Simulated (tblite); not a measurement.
**Geometry relaxation of C5H10FOSi (part 1 of 2)**

System: C5H10FOSi, multiplicity 2.
Method: GFN2-xTB geometry optimisation, gas phase (tblite 0.8.0).

It belongs to a series of runs on one base structure; here: H removed from sp3 C.

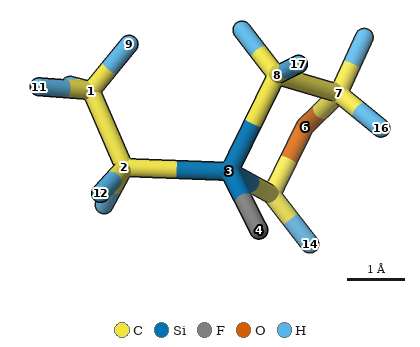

The structure as given in the input (stick view, seen at a tilt; atoms are numbered from 1 in the order of the input). Bond lengths as drawn: C–C 1.49 to 1.53 Å, C–H 1.09 to 1.13 Å, C–O 1.37 Å, C–Si 1.85 to 1.89 Å and F–Si 1.66 Å.

Results in brief

| quantity | value |
| --- | --- |
| outcome | converged |
| total energy | −715.9819 eV |
| hardware | 1 CPU thread, shared host |
| wall time | 0.81 s |
| peak memory | 0.18 GiB |

Input
```
{"job": {"kind": "relax", "xc": "GFN2-xTB", "basis": "xTB"}, "charge": 0, "multiplicity": 2}
C     -2.270900     0.510400    -0.300300
C     -1.639800    -0.830800    -0.420700
Si     0.187800    -0.872600    -0.154600
F      0.612900    -2.211700     0.723800
C      1.161200    -0.727100    -1.747600
O      1.711300     0.523900    -1.621300
C      2.121700     0.751300    -0.333400
C      0.893300     0.718600     0.573700
H     -1.699000     1.203100     0.327800
H     -2.506900     0.919600    -1.311100
H     -3.264300     0.354100     0.211600
H     -2.145400    -1.564800     0.271700
H     -1.846200    -1.209000    -1.435400
H      1.876300    -1.548100    -1.891600
H      2.541500     1.776800    -0.212900
H      2.826600     0.018600     0.093200
H      1.133000     0.597700     1.633100
H      0.298300     1.596300     0.317700
```

The first line tells a small driver script what to run in tblite; the rest is the geometry in Å.

Run as:
```bash
OMP_NUM_THREADS=1 python <driver script> task.json out
```

Log
```
step      E/eV     max force
  0    -714.46334    2.733
  1    -714.78663    1.251
  2    -714.93899    1.087
  3    -715.08677    1.105
  4    -715.19236    0.829
  5    -715.27524    0.747
  6    -715.34572    0.904
  7    -715.42809    0.910
  8    -715.50020    0.724
  9    -715.55388    0.522
 10    -715.60768    0.520
 11    -715.65700    0.809
 12    -715.69883    0.920
 13    -715.74527    0.643
 14    -715.78381    0.384
 15    -715.82209    0.531
 16    -715.84003    0.412
 17    -715.85603    0.209
 18    -715.86287    0.177
 19    -715.86888    0.207
 20    -715.87317    0.208
 21    -715.87638    0.187
 22    -715.87915    0.121
 23    -715.88210    0.159
 24    -715.88443    0.128
 25    -715.88660    0.112
 26    -715.88876    0.116
 27    -715.89131    0.126
 28    -715.89468    0.176
 29    -715.89919    0.229
 30    -715.90468    0.237
 31    -715.91051    0.221
 32    -715.91613    0.194
 33    -715.92095    0.172
 34    -715.92506    0.139
 35    -715.92877    0.167
 36    -715.93201    0.146
 37    -715.93479    0.167
 38    -715.93783    0.228
 39    -715.94162    0.180
 40    -715.94776    0.167
 41    -715.94995    0.111
 42    -715.95287    0.112
 43    -715.95440    0.094
 44    -715.95576    0.088
 45    -715.95675    0.073
 46    -715.95746    0.058
 47    -715.95833    0.055
 48    -715.95916    0.057
 49    -715.95988    0.045
 50    -715.96035    0.056
 51    -715.96079    0.055
 52    -715.96133    0.054
 53    -715.96192    0.058
 54    -715.96238    0.045
 55    -715.96273    0.039
 56    -715.96306    0.048
 57    -715.96344    0.055
 58    -715.96381    0.053
 59    -715.96410    0.044
 60    -715.96436    0.038
 61    -715.96462    0.036
 62    -715.96489    0.044
 63    -715.96511    0.039
 64    -715.96530    0.031
 65    -715.96549    0.034
 66    -715.96570    0.029
 67    -715.96587    0.025
 68    -715.96598    0.019
 69    -715.96605    0.018
 70    -715.96612    0.015
 71    -715.96618    0.020
 72    -715.96625    0.022
 73    -715.96633    0.025
 74    -715.96642    0.033
 75    -715.96652    0.031
 76    -715.96661    0.026
 77    -715.96668    0.025
 78    -715.96675    0.019
 79    -715.96683    0.025
 80    -715.96690    0.023
 81    -715.96698    0.021
 82    -715.96706    0.024
 83    -715.96717    0.026
 84    -715.96734    0.035
 85    -715.96753    0.038
 86    -715.96771    0.040
 87    -715.96789    0.036
 88    -715.96813    0.042
 89    -715.96851    0.057
 90    -715.96902    0.073
 91    -715.96958    0.069
 92    -715.97020    0.060
 93    -715.97096    0.083
 94    -715.97202    0.100
 95    -715.97332    0.100
 96    -715.97433    0.100
 97    -715.96669    0.392
 98    -715.97537    0.051
 99    -715.97578    0.050
100    -715.97715    0.082
101    -715.97785    0.064
102    -715.97912    0.046
103    -715.97938    0.032
104    -715.97961    0.043
105    -715.97979    0.032
106    -715.97994    0.031
107    -715.98004    0.028
108    -715.98017    0.029
109    -715.98033    0.035
110    -715.98043    0.025
111    -715.98052    0.026
112    -715.98063    0.022
113    -715.98070    0.025
114    -715.98081    0.021
115    -715.98086    0.016
116    -715.98091    0.014
117    -715.98095    0.017
118    -715.98100    0.023
119    -715.98103    0.019
120    -715.98107    0.015
121    -715.98111    0.015
122    -715.98115    0.018
123    -715.98120    0.021
124    -715.98126    0.020
125    -715.98132    0.014
126    -715.98137    0.015
127    -715.98141    0.014
128    -715.98144    0.017
129    -715.98147    0.015
130    -715.98153    0.019
131    -715.98160    0.028
132    -715.98168    0.026
133    -715.98175    0.022
134    -715.98181    0.014
135    -715.98185    0.013
136    -715.98187    0.011
137    -715.98189    0.008
```

Trajectory as extended XYZ (Å, eV, eV/Å), 12 of the 138 frames kept, from step=0 to step=137
```
18
Properties=species:S:1:pos:R:3:forces:R:3 step=0 energy=-714.46334
C    -2.2709    0.5104   -0.3003   -2.0880   0.8860   0.3000
C    -1.6398   -0.8308   -0.4207   -0.9030  -2.0230  -0.1610
Si    0.1878   -0.8726   -0.1546   -0.3560  -0.9200   0.3320
F     0.6129   -2.2117    0.7238   -0.0870   0.4490  -0.2230
C     1.1612   -0.7271   -1.7476    0.2550  -0.5110   1.5160
O     1.7113    0.5239   -1.6213    1.3540  -0.1230  -1.7420
C     2.1217    0.7513   -0.3334    0.1880   1.7300   2.1070
C     0.8933    0.7186    0.5737   -0.2020  -0.7970   0.1380
H    -1.6990    1.2031    0.3278   -0.3380  -0.0920  -0.4650
H    -2.5069    0.9196   -1.3111    0.4370   0.0510   0.9560
H    -3.2643    0.3541    0.2116    0.7890   0.5100  -0.5150
H    -2.1454   -1.5648    0.2717    0.5970   0.6730  -0.6020
H    -1.8462   -1.2090   -1.4354   -0.0130  -0.1060   0.3910
H     1.8763   -1.5481   -1.8916   -0.0920   0.3830  -0.9700
H     2.5415    1.7768   -0.2129    0.2140  -0.5790  -0.6740
H     2.8266    0.0186    0.0932    0.2090   0.0490  -0.6720
H     1.1330    0.5977    1.6331   -0.0280   0.5850  -0.2530
H     0.2983    1.5963    0.3177    0.0630  -0.1660   0.5370
18
Properties=species:S:1:pos:R:3:forces:R:3 step=12 energy=-715.69883
C    -2.3914    0.4899   -0.3012    0.1250  -0.0690   0.0490
C    -1.7321   -0.8889   -0.4193    0.1450   0.0290  -0.1050
Si    0.1781   -0.9158   -0.1705   -0.1280   0.2120  -0.1420
F     0.4963   -2.1919    0.7842   -0.0440  -0.1590   0.1380
C     1.4153   -0.8632   -1.5556    0.0680  -0.1260  -0.5060
O     2.0804    0.3217   -1.5814    0.3040  -0.1510   0.8430
C     2.2250    0.8515   -0.2361    0.0330  -0.2420  -0.3960
C     0.9310    0.6923    0.5686    0.1120  -0.0120  -0.1120
H    -1.8102    1.1275    0.3477    0.0640   0.2620   0.0460
H    -2.5145    0.9615   -1.2670    0.2590   0.1080  -0.1700
H    -3.3763    0.4390    0.1296   -0.4070  -0.2680   0.1690
H    -2.1937   -1.5818    0.2726    0.0820  -0.0460   0.4540
H    -1.9889   -1.3103   -1.3823    0.0830  -0.0500  -0.3780
H     1.6144   -1.4866   -2.4458   -0.3390   0.5940   0.6160
H     2.5799    1.8801   -0.3377   -0.1860  -0.0410  -0.0790
H     3.0217    0.2652    0.2660   -0.2370   0.1540  -0.2560
H     1.1923    0.6709    1.6258   -0.1430  -0.1520  -0.0720
H     0.2641    1.5453    0.4258    0.2110  -0.0440  -0.0980
18
Properties=species:S:1:pos:R:3:forces:R:3 step=25 energy=-715.88660
C    -2.4081    0.4800   -0.3048   -0.0120  -0.0660   0.0030
C    -1.7244   -0.8887   -0.4128   -0.0270   0.0060   0.0090
Si    0.1645   -0.8929   -0.1948   -0.0550  -0.0040  -0.0130
F     0.4135   -2.1656    0.8053    0.0430   0.0060  -0.0010
C     1.3815   -0.8471   -1.5749   -0.0180   0.0000  -0.0300
O     2.2707    0.1651   -1.4738    0.0070  -0.0110  -0.0840
C     2.2768    0.8260   -0.2135    0.0660  -0.0210  -0.0710
C     0.9620    0.6712    0.5459    0.0150   0.0140   0.0070
H    -1.8984    1.1272    0.4077   -0.0830  -0.0680  -0.0310
H    -2.4310    0.9822   -1.2709    0.0810  -0.0170   0.0730
H    -3.4347    0.3574    0.0357   -0.0100   0.0200  -0.0730
H    -2.1137   -1.5542    0.3590   -0.0300   0.0620   0.0310
H    -1.9952   -1.3498   -1.3628   -0.0020   0.0180   0.0200
H     1.4165   -1.3232   -2.5396    0.0220   0.0220   0.0300
H     2.5158    1.8680   -0.4415   -0.0070   0.0290   0.0530
H     3.1102    0.4057    0.3632   -0.0330  -0.0370   0.0410
H     1.1423    0.5960    1.6125    0.0660   0.0120   0.0420
H     0.3430    1.5492    0.3837   -0.0200   0.0360  -0.0040
18
Properties=species:S:1:pos:R:3:forces:R:3 step=37 energy=-715.93479
C    -2.4383    0.4590   -0.3255    0.0270  -0.1240  -0.0260
C    -1.7508   -0.9044   -0.3563    0.1030  -0.0500   0.0030
Si    0.1444   -0.8557   -0.2003    0.0970   0.0950   0.0980
F     0.4928   -2.1217    0.7865   -0.0500  -0.0010  -0.0060
C     1.3086   -0.7661   -1.6258   -0.0410  -0.1120   0.0700
O     2.2802    0.1588   -1.4895   -0.0250   0.1400   0.0060
C     2.3076    0.8062   -0.2211   -0.0550  -0.0120  -0.0380
C     0.9866    0.6937    0.5449    0.0620  -0.0130  -0.0120
H    -2.1177    1.0298    0.5410    0.0110   0.0520  -0.0110
H    -2.2203    1.0221   -1.2287    0.0790   0.0500   0.0290
H    -3.5141    0.3327   -0.2626   -0.1300  -0.0100  -0.0190
H    -2.1305   -1.5192    0.4600    0.0230   0.0440   0.0710
H    -2.0293   -1.4305   -1.2683   -0.0030   0.0340  -0.0640
H     1.3776   -1.2828   -2.5634   -0.0520  -0.0100  -0.0970
H     2.5822    1.8458   -0.4231    0.0390  -0.0350   0.0210
H     3.1169    0.3346    0.3526   -0.0430   0.0340  -0.0060
H     1.2086    0.6113    1.6062   -0.1180   0.0040  -0.0320
H     0.3867    1.5926    0.3970    0.0750  -0.0870   0.0130
18
Properties=species:S:1:pos:R:3:forces:R:3 step=50 energy=-715.96035
C    -2.4350    0.4445   -0.3432   -0.0160   0.0160  -0.0140
C    -1.7311   -0.9097   -0.3190   -0.0250   0.0160   0.0020
Si    0.1619   -0.8495   -0.1693   -0.0210  -0.0130   0.0060
F     0.5020   -2.1240    0.8022    0.0220  -0.0130   0.0160
C     1.3050   -0.7763   -1.6159   -0.0260   0.0230   0.0000
O     2.2078    0.2270   -1.5322   -0.0220   0.0000   0.0040
C     2.3053    0.7993   -0.2337    0.0130  -0.0030  -0.0130
C     0.9968    0.7066    0.5506    0.0130  -0.0090  -0.0050
H    -2.2591    0.9863    0.5841    0.0300   0.0040  -0.0470
H    -2.0835    1.0500   -1.1753    0.0280   0.0150   0.0190
H    -3.5104    0.3148   -0.4554    0.0130  -0.0250   0.0030
H    -2.1108   -1.4871    0.5245    0.0000  -0.0280  -0.0220
H    -1.9979   -1.4629   -1.2199   -0.0050  -0.0100   0.0180
H     1.3009   -1.2327   -2.5898   -0.0280   0.0110   0.0000
H     2.6360    1.8291   -0.3864    0.0160   0.0040   0.0080
H     3.0949    0.2525    0.2974    0.0010   0.0130   0.0300
H     1.2050    0.6339    1.6135    0.0190   0.0240   0.0000
H     0.4034    1.6047    0.3913   -0.0110  -0.0250  -0.0060
18
Properties=species:S:1:pos:R:3:forces:R:3 step=62 energy=-715.96489
C    -2.4181    0.4397   -0.3581    0.0130  -0.0180  -0.0280
C    -1.7251   -0.9194   -0.3067    0.0150  -0.0020   0.0110
Si    0.1656   -0.8584   -0.1389    0.0020   0.0080  -0.0050
F     0.5282   -2.1344    0.8233    0.0040   0.0170  -0.0060
C     1.2599   -0.7465   -1.6194   -0.0120  -0.0170   0.0090
O     2.1804    0.2404   -1.5364    0.0080   0.0010   0.0040
C     2.3060    0.7921   -0.2325   -0.0200  -0.0040  -0.0020
C     1.0033    0.7064    0.5614   -0.0220  -0.0070   0.0030
H    -2.2794    0.9795    0.5752    0.0250   0.0080  -0.0080
H    -2.0253    1.0457   -1.1711    0.0150   0.0020   0.0020
H    -3.4857    0.3111   -0.5196   -0.0430   0.0070   0.0080
H    -2.1203   -1.4890    0.5341   -0.0150  -0.0130   0.0060
H    -1.9828   -1.4805   -1.2055    0.0130  -0.0030   0.0100
H     1.2235   -1.1862   -2.5997   -0.0020   0.0080  -0.0180
H     2.6541    1.8179   -0.3731   -0.0010   0.0150   0.0010
H     3.0894    0.2283    0.2898    0.0110  -0.0180  -0.0020
H     1.2201    0.6686    1.6244   -0.0030   0.0020  -0.0060
H     0.3974    1.5911    0.3762    0.0110   0.0150   0.0210
```
